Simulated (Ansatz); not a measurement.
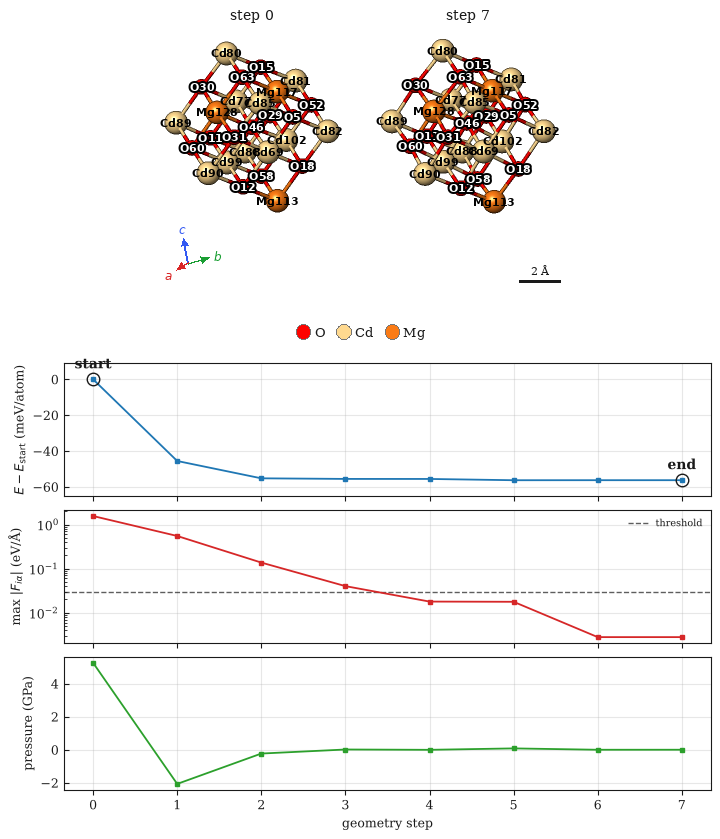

First and last geometry of a relaxation of solid O$_{64}$Cd$_{44}$Mg$_{20}$ (a generated structure, set up in P1), with the history of the run. A ball-and-stick model of the atoms within 4.2 Å of the atom that moves most (axes of the cell of the calculation (origin shifted)), seen slightly off an axis.

Theory: DFT, PBEsol, PAW, plane waves (Ansatz). (plane-wave cutoff 420 eV; k-point mesh 1 × 1 × 1; mesh shifted by (0.5, 0.5, 0.5); no spin polarisation; cell relaxed at fixed shape; force threshold 0.03 eV/Å; at most 80 steps)

What do the curves and the structures tell?

It converged. After 7 geometry steps the energy has fallen by 56.3 meV per atom. The largest force component goes from 1.6 to 0.0028 eV/Å. Pressure: 5.26 GPa at the start and 0.00 GPa at the end. O46 moves most relative to the cell: 0.24 Å along +c. Largest moves by element: O 0.24 Å, Cd 0.13 Å, Mg 0.11 Å. The drawn cell changes as follows: a = b = c 12.849 → 12.918 Å (+0.5 %); the volume changes by +1.6 %. Among the contacts that change: O46–Cd102 2.257 → 2.446 Å, O63–Mg117 2.311 → 2.129 Å, O46–Mg117 2.298 → 2.139 Å, O46–Cd99 2.266 → 2.419 Å. Bond angles that change, for instance: Cd99–O46–Cd102 90.4° → 81.3°, Cd69–O46–Cd77 178.0° → 171.1°, Cd99–O46–Mg117 177.9° → 172.2°. The space group stays P1 (No. 1). Cost: 9.9 s on 1 × NVIDIA GB200 with 8 threads of Arm Neoverse-V2, peak memory 2.2 GiB.
